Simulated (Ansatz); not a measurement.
CH₇ClGeO: molecular dynamics (part 3 of 3)

Continued. System: CH₇ClGeO. Method: UKS PBE-D4/def2-SVP (Ansatz 0.2.0). It belongs to a series of runs on one base structure; here: dynamics from the highest image of the converged band.

Geometry of the input (Å):
```
Ge -0.4066  -0.0267  1.4212
O  0.7540  0.0289  -0.2625
C  0.2543  -0.5352  -1.4830
H  -1.8769  0.4487  1.3685
H  -0.4669  -1.5825  1.1789
H  0.4255  0.2052  2.6966
H  0.7747  1.0864  -0.2586
Cl 0.1442  2.4490  0.7218
H  -0.1033  -1.5615  -1.2701
H  -0.5793  0.0732  -1.8931
H  1.0804  -0.5857  -2.2194
```

**Log, continued**
```
md step   198: t =    99.00 fs  T =   455.3 K  F+E_penalty+E_count = -72208.01782262 eV  E_kin = 0.529655 eV  conserved = -72207.48816746 eV  (31 SCF iters, 3 dispersion substeps)
md step   199: t =    99.50 fs  T =   453.8 K  F+E_penalty+E_count = -72208.01607848 eV  E_kin = 0.527951 eV  conserved = -72207.48812711 eV  (31 SCF iters, 3 dispersion substeps)
these checks for a lower state are left out or cut short: starts, cluster_reference, orbital_swaps, neighbouring_geometries, increment
1253 factors; their error is unknown
mean field -72207.80852409 eV, -2653.5880190497 hartree, gradient 8.5e-6 eV, S^2 0.000000; 0 other end points of the search recorded, 0 dependent functions left out
the calculation of the forces begins
reference -72207.80855939 eV, -2653.5880203469 hartree; 35, 35 occupied and 78, 78 virtual orbitals, 1253 factors
1253 factors; their error is unknown
mean field evaluation 1600: about -72207.8721 eV, gradient 2.9e-1 eV
mean field -72207.80852409 eV, -2653.5880190497 hartree, gradient 8.4e-6 eV, S^2 0.000000; 1 other end points of the search recorded, 0 dependent functions left out
the calculation of the forces begins
reference -72207.80855939 eV, -2653.5880203469 hartree; 35, 35 occupied and 78, 78 virtual orbitals, 1253 factors
md step   200: t =   100.00 fs  T =   452.5 K  F+E_penalty+E_count = -72208.01447085 eV  E_kin = 0.526403 eV  conserved = -72207.48806750 eV  (29 SCF iters, 3 dispersion substeps)
```

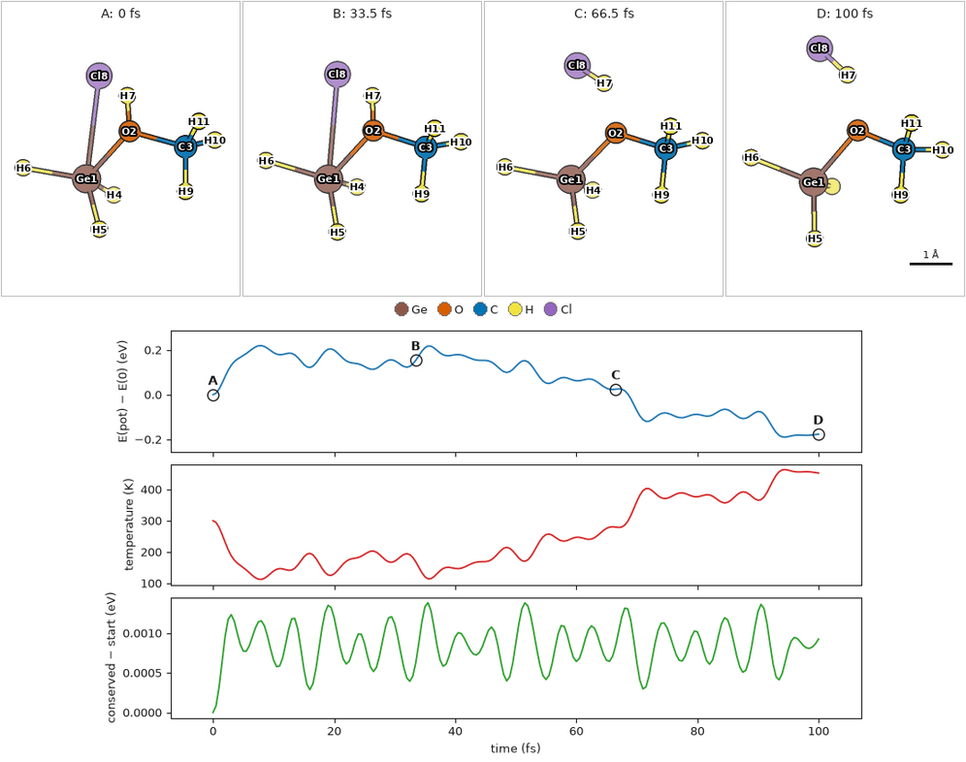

*Frames of the molecular dynamics (ball-and-stick, seen at a tilt) above the curves, on which the letters mark them.*

The trajectory kept here has 201 frames over 100 fs. The temperature starts at 300 K, ranges from 112 to 464 K and averages 339 K over the second half. The potential energy ends 0.176 eV below its first value. The conserved quantity stays within 0.0014 eV. After an unweighted best fit of the last frame on the first, the root-mean-square displacement is 0.38 Å, and H7 has moved furthest (0.80 Å).

```
Total energy: -72208.01450615 eV, -2653.5955887508 hartree
Atom 0 at    -0.422635    -0.274087     1.385683 Å, force     0.478870     0.880137     0.837042 eV/Å
Atom 1 at     0.456288     0.138589    -0.204729 Å, force    -0.145633     0.087314     1.210205 eV/Å
Atom 2 at     0.317406    -0.716525    -1.291245 Å, force    -0.420370    -1.527618    -0.671193 eV/Å
Atom 3 at    -1.794042     0.490269     1.460977 Å, force     0.239580    -0.318490    -0.193185 eV/Å
Atom 4 at    -0.545796    -1.817483     1.520552 Å, force    -0.018834     0.011959    -0.284922 eV/Å
Atom 5 at     0.514615     0.280094     2.564295 Å, force    -0.416742    -0.320683    -0.708816 eV/Å
Atom 6 at     0.449628     1.841964    -0.050583 Å, force    -0.019582     0.335103     0.291994 eV/Å
Atom 7 at     0.285851     2.975491     0.674395 Å, force     0.060805    -0.313786    -0.359519 eV/Å
Atom 8 at     0.055070    -1.796877    -1.010992 Å, force     0.489943     0.742403     0.009310 eV/Å
Atom 9 at    -0.523129    -0.438895    -1.951098 Å, force    -0.217157     0.364587    -0.299546 eV/Å
Atom 10 at     1.244190    -0.742290    -1.910111 Å, force    -0.030881     0.059074     0.168629 eV/Å
Dipole moment:    -0.165681    -0.678688    -0.135770 e Å
```

**Trajectory as extended XYZ (Å, eV, eV/Å), 9 of the 201 frames kept, from step=0 to step=200**
```
11
Properties=species:S:1:pos:R:3:forces:R:3 step=0 time_fs=0.0 energy=-72207.83799 temperature=300.0
Ge   -0.4066   -0.0267    1.4212   -0.0011  -0.0047  -0.0064
O     0.7540    0.0289   -0.2625    0.0025  -0.0071   0.0064
C     0.2543   -0.5352   -1.4830   -0.0035   0.0013   0.0011
H    -1.8769    0.4487    1.3685    0.0015   0.0001  -0.0001
H    -0.4669   -1.5825    1.1789   -0.0006   0.0014   0.0036
H     0.4255    0.2052    2.6966   -0.0005   0.0008   0.0004
H     0.7747    1.0864   -0.2586    0.0005   0.0046  -0.0031
Cl    0.1442    2.4490    0.7218    0.0011   0.0006  -0.0010
H    -0.1033   -1.5614   -1.2701    0.0016   0.0003  -0.0012
H    -0.5793    0.0732   -1.8931   -0.0015  -0.0007   0.0000
H     1.0804   -0.5857   -2.2194    0.0000   0.0035   0.0004
11
Properties=species:S:1:pos:R:3:forces:R:3 step=25 time_fs=12.5 energy=-72207.65251 temperature=141.5
Ge   -0.3934   -0.0272    1.4072   -1.1940  -0.7447  -0.4747
O     0.6775    0.0435   -0.2396    0.6578   0.7455  -0.2392
C     0.2731   -0.5604   -1.4593    0.1177  -1.3841   0.4442
H    -1.8860    0.3184    1.4799   -0.2540   0.3784  -0.2231
H    -0.5065   -1.5619    1.0485    0.1252  -0.0933   0.2393
H     0.2568    0.1437    2.7232    0.8769   0.1582   0.9022
H     0.6600    1.1187   -0.2536    0.2198  -0.0432  -0.0003
Cl    0.1515    2.4604    0.7284   -0.0952  -0.0296   0.1104
H    -0.1150   -1.5897   -1.2067    0.1792   0.5158  -0.2497
H    -0.5119    0.0225   -1.9216   -0.6971   0.4568  -0.5167
H     1.1419   -0.6603   -2.1365    0.0637   0.0400   0.0077
11
Properties=species:S:1:pos:R:3:forces:R:3 step=50 time_fs=25.0 energy=-72207.71164 temperature=192.1
Ge   -0.3962   -0.0367    1.4019   -0.1664  -0.3302   0.0863
O     0.6476    0.0995   -0.2411   -0.0274  -0.5423  -0.5683
C     0.2699   -0.6128   -1.4537    0.9893  -0.7075   0.8292
H    -1.8390    0.5168    1.3467    0.0346  -0.1700   0.0353
H    -0.4178   -1.6064    1.2145   -0.2106   0.0545  -0.0890
H     0.4684    0.1215    2.6543    0.0884   0.2387   0.1664
H     0.7568    1.2116   -0.2308   -0.4605  -0.2396   0.0611
Cl    0.1564    2.4716    0.7392    0.2272   0.4413  -0.0226
H    -0.1368   -1.6422   -1.2202    0.3248   0.7243   0.1318
H    -0.4536   -0.0701   -2.0383   -0.8213   0.6891  -0.4403
H     1.2019   -0.7170   -2.0359    0.0219  -0.1582  -0.1900
11
Properties=species:S:1:pos:R:3:forces:R:3 step=75 time_fs=37.5 energy=-72207.65141 temperature=140.2
Ge   -0.4008   -0.0527    1.4033    0.5359   0.2126   0.4142
O     0.6263    0.1115   -0.2814    0.1897   0.4496   0.5096
C     0.3089   -0.6280   -1.4412   -0.5681  -0.8912   0.3638
H    -1.8207    0.5789    1.2405    0.2413  -0.2693   0.2162
H    -0.5444   -1.6187    1.3138    0.0635   0.0359  -0.0945
H     0.6567    0.3163    2.5370   -0.7653  -0.3270  -0.4015
H     0.4725    1.2362   -0.2500    0.3875   0.1129   0.0681
Cl    0.1676    2.5001    0.7496   -0.0069   0.5140  -0.2686
H    -0.1086   -1.5777   -1.0403   -0.0712  -0.1563  -0.5442
H    -0.4586   -0.1057   -2.0300   -0.2006   0.0869  -0.3304
H     1.1921   -0.8726   -2.0604    0.1943   0.2319   0.0673
11
Properties=species:S:1:pos:R:3:forces:R:3 step=100 time_fs=50.0 energy=-72207.71157 temperature=192.1
Ge   -0.3999   -0.0716    1.4021    0.4463  -0.1009   0.0036
O     0.6059    0.1300   -0.2854   -0.8852  -0.7474   0.7022
C     0.2974   -0.6911   -1.4315    0.2880   1.6092  -0.8425
H    -1.8545    0.4715    1.3606    0.1526   0.1034  -0.0102
H    -0.5922   -1.6198    1.2734    0.2352  -0.0820   0.0658
H     0.5292    0.3654    2.6214   -0.5014  -0.4273  -0.6317
H     0.5340    1.4288   -0.1559   -0.0561   0.0480   0.0338
Cl    0.1805    2.5508    0.7494    0.1565   0.4831  -0.3332
H    -0.1166   -1.6807   -1.2338   -0.1178  -0.4820   0.6493
H    -0.4216   -0.1713   -2.1368    0.3007  -0.1692   0.4963
H     1.2568   -0.7953   -1.9750   -0.0188  -0.2349  -0.1332
11
Properties=species:S:1:pos:R:3:forces:R:3 step=125 time_fs=62.5 energy=-72207.76881 temperature=241.5
Ge   -0.3978   -0.1001    1.3904    0.1894  -1.1986  -0.2715
O     0.5278    0.1056   -0.2358    0.3484   0.3906  -0.5795
C     0.3143   -0.6956   -1.4287   -0.4937   1.2854   0.4759
H    -1.8025    0.4828    1.4454   -0.3735   0.1154  -0.1901
H    -0.4070   -1.6642    1.3003   -0.2743  -0.0388   0.0243
H     0.3897    0.1939    2.6679    0.3649   0.2703  -0.0028
H     0.6231    1.5899   -0.0800   -0.1648  -0.2391  -0.0382
Cl    0.1986    2.6253    0.7380    0.1809   0.6155  -0.0454
H    -0.0365   -1.6539   -1.0695   -0.5133  -0.9951  -0.0943
H    -0.4600   -0.2052   -2.1227    0.7606  -0.5123   0.6230
H     1.2720   -0.8727   -1.9654   -0.0245   0.3068   0.0985
11
Properties=species:S:1:pos:R:3:forces:R:3 step=150 time_fs=75.0 energy=-72207.92043 temperature=371.8
Ge   -0.3963   -0.1483    1.3770   -0.8159  -1.2948  -0.2788
O     0.4666    0.1057   -0.2092    0.3564   0.3274   0.8045
C     0.3161   -0.6966   -1.3250   -0.5281   0.6603  -2.1674
H    -1.7852    0.4883    1.3148   -0.2298   0.1090   0.0715
H    -0.5181   -1.7104    1.3699   -0.0759   0.0696   0.0338
H     0.5097    0.2662    2.4732    0.6244   0.3873   0.7790
H     0.4716    1.6092   -0.0067    0.1257  -0.0036  -0.3209
Cl    0.2251    2.7216    0.7214    0.0320   0.6731   0.0594
H    -0.0414   -1.7237   -1.1671    0.0253  -0.4085   0.5242
H    -0.4420   -0.2384   -2.0597    0.6148  -0.3272   0.5343
H     1.2965   -0.7267   -1.8541   -0.1290  -0.1926  -0.0395
11
Properties=species:S:1:pos:R:3:forces:R:3 step=175 time_fs=87.5 energy=-72207.94487 temperature=392.3
Ge   -0.4032   -0.2121    1.3739   -1.1522   0.1311   0.6879
O     0.4451    0.1343   -0.1588    0.4572  -0.3885  -1.6947
C     0.3059   -0.7088   -1.3200    0.1942   0.1342   0.5082
H    -1.7942    0.5141    1.2900    0.2480  -0.1536   0.1851
H    -0.7062   -1.7390    1.4842    0.3031   0.0107  -0.0393
H     0.6044    0.4215    2.3234   -0.0069  -0.1517   0.5100
H     0.3711    1.7500   -0.0949    0.1100   0.0831   0.2683
Cl    0.2555    2.8385    0.7006    0.0117   0.3573  -0.2624
H     0.0701   -1.7482   -0.9720   -0.1919   0.2331  -0.4487
H    -0.4589   -0.2983   -2.0371    0.2001  -0.3418   0.3211
H     1.2967   -0.7577   -1.8285   -0.1733   0.0859  -0.0356
11
Properties=species:S:1:pos:R:3:forces:R:3 step=200 time_fs=100.0 energy=-72208.01447 temperature=452.5
Ge   -0.4226   -0.2741    1.3857    0.4789   0.8801   0.8370
O     0.4563    0.1386   -0.2047   -0.1456   0.0873   1.2102
C     0.3174   -0.7165   -1.2912   -0.4204  -1.5276  -0.6712
H    -1.7940    0.4903    1.4610    0.2396  -0.3185  -0.1932
H    -0.5458   -1.8175    1.5206   -0.0188   0.0120  -0.2849
H     0.5146    0.2801    2.5643   -0.4167  -0.3207  -0.7088
H     0.4496    1.8420   -0.0506   -0.0196   0.3351   0.2920
Cl    0.2859    2.9755    0.6744    0.0608  -0.3138  -0.3595
H     0.0551   -1.7969   -1.0110    0.4899   0.7424   0.0093
H    -0.5231   -0.4389   -1.9511   -0.2172   0.3646  -0.2995
H     1.2442   -0.7423   -1.9101   -0.0309   0.0591   0.1686
```
